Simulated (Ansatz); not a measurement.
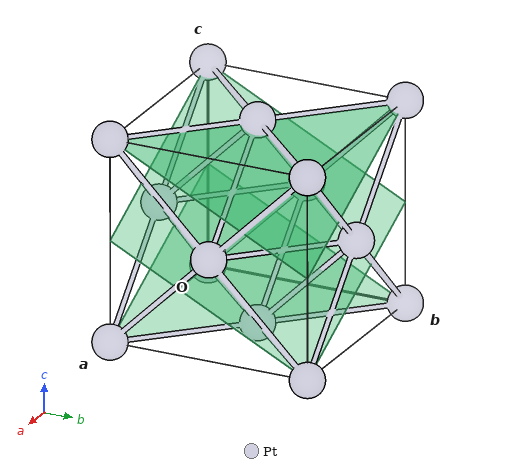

For Pt, the input geometry of an electronic-structure calculation (not necessarily at equilibrium): every member of one family of equally spaced planes, hx + ky + lz = a whole number, that cuts the unit cell is shaded (one member passes through the origin O, touching the cell only at an edge or corner). The drawing is computed from the coordinates (standard cell, symmetry found to 0.002 Å).

a = 3.970 Å, b = 3.970 Å, c = 3.970 Å, α = 90.00°, β = 90.00°, γ = 90.00°.

What are the Miller indices?

(1 1 2); the opposite sign names the same planes. The member next to the origin meets the axes a at 1, b at 1, c at 1/2.

What is the spacing?

d = 1.621 Å.

Which atoms of the cell lie in these planes (within 0.03 Å)?

2 of the 4 Pt.
